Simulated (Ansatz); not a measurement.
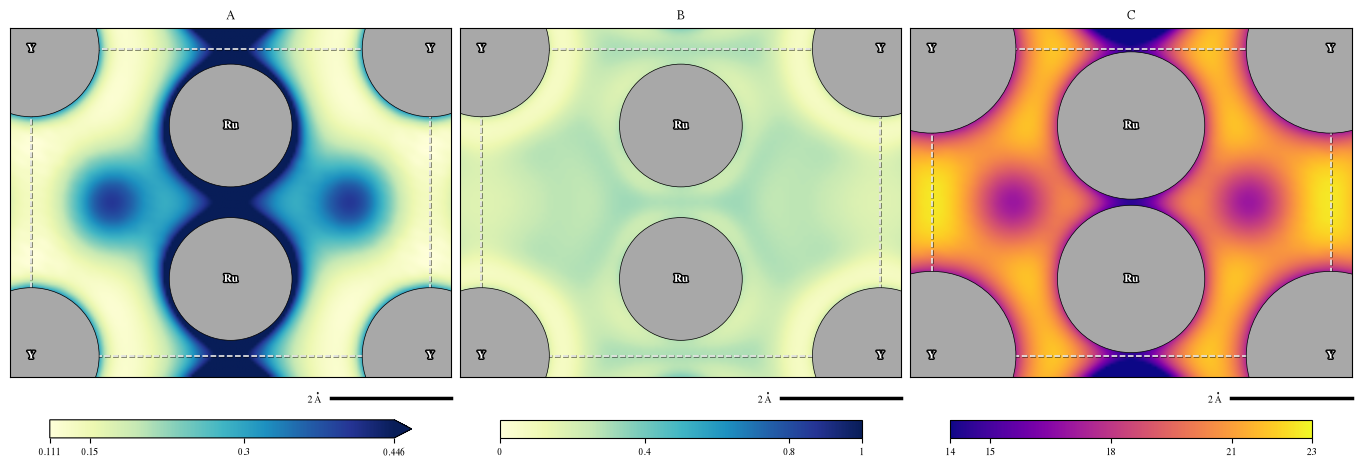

YRu2Rh4: 3 fields on the (100) plane of the conventional cell, with unlabelled colour scales. Grey discs cover the atomic cores.

Space group I4/mmm; a generated structure, not necessarily the stable one; computed without spin polarisation.

Level of theory: DFT PBE, scalar-relativistic, plane waves, PAW in Ansatz 0.2.0.

```
CELL_PARAMETERS angstrom
6.62436 0.00000 0.00000
0.00000 6.62436 0.00000
0.00000 0.00000 5.09480
ATOMIC_POSITIONS crystal
Y 0.00000 0.00000 0.00000
Y 0.50000 0.50000 0.50000
Ru 0.00000 0.50000 0.25000
Ru 0.50000 0.00000 0.75000
Ru 0.50000 0.00000 0.25000
Ru 0.00000 0.50000 0.75000
Rh 0.30107 0.30107 0.00000
Rh 0.80107 0.80107 0.50000
Rh 0.19893 0.19893 0.50000
Rh 0.69893 0.69893 0.00000
Rh 0.69893 0.30107 0.00000
Rh 0.19893 0.80107 0.50000
Rh 0.30107 0.69893 0.00000
Rh 0.80107 0.19893 0.50000
```

Which field does each panel show? The fields are: electron localisation function, electrostatic potential energy of an electron and valence pseudo-density.

Answer. Panel A: valence pseudo-density. Panel B: electron localisation function. Panel C: electrostatic potential energy of an electron (low next to the atoms, rising into the space between them). From the grid: Ru–Ru (2.55 Å): ρ at the midpoint is about 0.49 e/Å³; the ELF is about 0.30 at the midpoint: no shared electron pair shows on this line.
